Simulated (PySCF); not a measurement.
# One shape, several levels: [GeH5]− (SMILES [H][Ge-]([H])([H])([H])[H])

We compute a comparison of 6 runs (B2PLYP/STO-6G, M06-2X/STO-6G, wB97X-V/STO-6G, BCCD(T)/STO-6G, NEVPT2(2,2)/STO-6G, QCISD(T)/STO-6G) of [GeH5]−. Input form: a Python script.

Program for the calculation: PySCF 2.14.0.

5 further runs of the same task are left out: 5 set aside as unsound or not needed.

## 1. The system as given

[GeH5]−: 6 atoms, total charge -1, spin state singlet. SMILES: `[H][Ge-]([H])([H])([H])[H]`. Geometry: a GFN2-xTB relaxation, a rough one for these elements and not checked as a minimum.

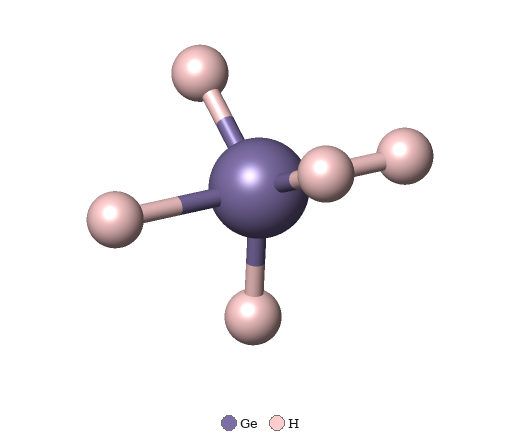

Viewed from a chosen angle; germanium purple, hydrogen pink.

## 2. The energy at B2PLYP/STO-6G (run 1)

run.py

```python
from pyscf import gto, dft, mp

system = gto.M(
    atom='''
Ge       0.000170      -0.001050       0.006590
H       -0.023480      -0.005740       1.768690
H        0.022000       0.009450      -1.774870
H        1.514900       0.010990       0.015670
H       -0.767040       1.304120       0.000050
H       -0.746540      -1.317780      -0.016130
''',
    max_memory=1860,
    charge=-1,
    basis='sto-6g',
    verbose=3,
)

calc0 = dft.RKS(system, xc='0.53*HF + 0.47*B88, 0.73*LYP')
calc0.grids.level = 5
calc0.conv_tol = 1e-10
calc0.kernel()
if not calc0.converged:
    calc0 = calc0.newton().run(calc0.mo_coeff, calc0.mo_occ)

pt = mp.MP2(calc0, frozen=9).run()
etot = calc0.e_tot + 0.27 * pt.e_corr
print('PT2 part  %.8f' % (0.27 * pt.e_corr))
print(f'total energy: {etot:.8f} hartree')
```

Run with:

```bash
$ OMP_NUM_THREADS=1 python run.py
```

Log:

```text
converged SCF energy = -2068.00289647971
E(RMP2) = -2068.07066901567  E_corr = -0.0677725359594886
E(SCS-RMP2) = -2068.08259202995  E_corr = -0.0796955502417737
PT2 part  -0.01829858
total energy: -2068.02119506 hartree
```

Run time: 3.9 s. Hardware: 1 thread of Arm Neoverse V1, shared host; peak memory 0.21 GiB.

## 3. A single-point energy at M06-2X/STO-6G (run 2)

job.py

```python
from pyscf import gto, dft

mol = gto.M(
    atom='''
Ge     0.000170    -0.001050     0.006590
H     -0.023480    -0.005740     1.768690
H      0.022000     0.009450    -1.774870
H      1.514900     0.010990     0.015670
H     -0.767040     1.304120     0.000050
H     -0.746540    -1.317780    -0.016130
''',
    charge=-1,
    max_memory=1860,
    basis='sto-6g',
    verbose=3,
    spin=0,
)

ks = dft.RKS(mol)
ks.xc = 'm06-2x'
ks.grids.level = 5
ks.conv_tol = 1e-10
ks.kernel()
if not ks.converged:
    ks = ks.newton().run(ks.mo_coeff, ks.mo_occ)

etot = ks.e_tot
print('Final energy', etot)
```

Run with:

```bash
$ OMP_NUM_THREADS=1 python job.py
```

Log:

```text
converged SCF energy = -2068.31604621999
Final energy -2068.3160462199858
```

Run time: 5.1 s. Hardware: 1 thread of Arm Neoverse V1, shared host; peak memory 0.22 GiB.

Runs 3 to 5 aren't shown in full; the table further down has their settings and results.

## 4. The energy at QCISD(T)/STO-6G (run 6)

calc.py

```python
# [GeH5]-
from pyscf import gto, cc

mol = gto.Mole()
mol.atom = [
    ('Ge', (0.000170, -0.001050, 0.006590)),
    ('H', (-0.023480, -0.005740, 1.768690)),
    ('H', (0.022000, 0.009450, -1.774870)),
    ('H', (1.514900, 0.010990, 0.015670)),
    ('H', (-0.767040, 1.304120, 0.000050)),
    ('H', (-0.746540, -1.317780, -0.016130)),
]
mol.verbose = 3
mol.max_memory = 1860
mol.basis = 'sto-6g'
mol.charge = -1
mol.build()

mf = mol.RHF()
mf.conv_tol = 1e-10
mf.kernel()
if not mf.converged:
    mf = mf.newton().run(mf.mo_coeff, mf.mo_occ)

mycc = cc.QCISD(mf, frozen=9)
mycc.kernel()
e_t = mycc.qcisd_t()
e_tot = mycc.e_tot + e_t
print(f'total energy: {e_tot:.8f} hartree')
```

Run with:

```bash
$ OMP_NUM_THREADS=1 python calc.py
```

Log:

```text
converged SCF energy = -2066.91591662407
E(QCISD) = -2066.989429873629  E_corr = -0.07351324955928419
QCISD(T) correction = -0.000775787313463549
total energy: -2066.99020566 hartree
```

Run time: 1.3 s. Hardware: 1 thread of Arm Neoverse V1, shared host; peak memory 0.12 GiB.

## 5. The series

```csv
run,level,frozen core orbitals,nlc grid,energy (Eh),HOMO energy (eV),LUMO energy (eV),HOMO–LUMO gap (eV),wall time
1,B2PLYP/STO-6G,9,–,-2068.021195,4.40,18.34,13.94,3.9 s
2,M06-2X/STO-6G,–,–,-2068.316046,4.38,17.43,13.05,5.1 s
3,wB97X-V/STO-6G,–,1,-2068.250995,3.78,19.13,15.35,23 s
4,BCCD(T)/STO-6G,9,–,-2066.990184,–,–,–,1.4 s
5,"NEVPT2(2,2)/STO-6G",–,–,-2066.971197,2.33,21.57,19.25,1.8 s
6,QCISD(T)/STO-6G,9,–,-2066.990206,2.33,21.57,19.25,1.3 s
```

## 6. Results

| quantity | value |
| --- | --- |
| run 6: total energy | -2066.99021 Eh |
| run 6: HOMO energy (Hartree–Fock orbitals) | 2.33 eV |
| run 6: LUMO energy (Hartree–Fock orbitals) | 21.57 eV |
| run 6: HOMO–LUMO gap (to an unbound level, set by the basis) | 19.25 eV |
| run 6: correlation energy (9 core orbitals frozen) | -74.3 mEh |
| run 6: (T) correction | -0.78 mEh |
| run 6: T1 diagnostic | 0.006 |

Over runs 1, 2, 3 the HOMO–LUMO gap runs from 13.05 eV (M06-2X/STO-6G) to 15.35 eV (wB97X-V/STO-6G). The empty levels of an anion lie above zero and hang on the basis. Totals of different functionals can't be ranked against each other. In runs 1, 2, 3, 5, 6 the HOMO lies above zero, so the outermost electron may be held by the basis alone. In runs 1, 2, 3, 4, 5, 6 the basis is minimal, so the values are rough. All runs together took 36 s, the longest 23 s.
